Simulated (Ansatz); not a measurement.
Profile along the Si–Si line in HfSiSe (space group P4/nmm)

HfSiSe (space group P4/nmm)

```yaml
crystal:
  lattice:
    - [3.57640, 0.00000, 0.00000]
    - [0.00000, 3.57640, 0.00000]
    - [0.00000, 0.00000, 8.25557]
  atoms:
    - { symbol: Hf, position: [0.00000, 0.50000, 0.74453] }
    - { symbol: Hf, position: [0.50000, 0.00000, 0.25547] }
    - { symbol: Si, position: [0.00000, 0.00000, 0.00000] }
    - { symbol: Si, position: [0.50000, 0.50000, 0.00000] }
    - { symbol: Se, position: [0.50000, 0.00000, 0.62081] }
    - { symbol: Se, position: [0.00000, 0.50000, 0.37919] }
```

Fields along a shortest Si–Si line of a (001) plane (2.53 Å), from Si to Si, interpolated on the slice's grid (step about 0.1 Å). Calculation: PBEsol (plane waves to 420 eV, PAW, scalar-relativistic; Ansatz, a first-principles code). k mesh 13×13×6. Inside the PAW spheres the values are not all-electron values, and peaks at nuclei hang on which shells count as valence. HfSiSe is run without spin polarisation. HfSiSe was relaxed with its symmetry unable to fall. Spin-orbit coupling is left out, though Hf is heavy.

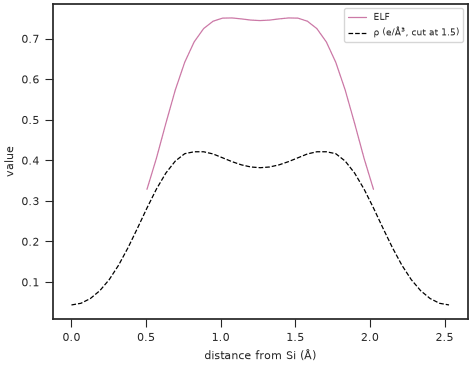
ELF (away from the nuclei) and valence density from Si to Si.

Density on the Si–Si line (2.53 Å) at its midpoint: 0.38 e/Å³. ELF at that point: 0.74. ELF maximum in the middle third of the Si–Si line: 0.75, 1.1 Å from Si.
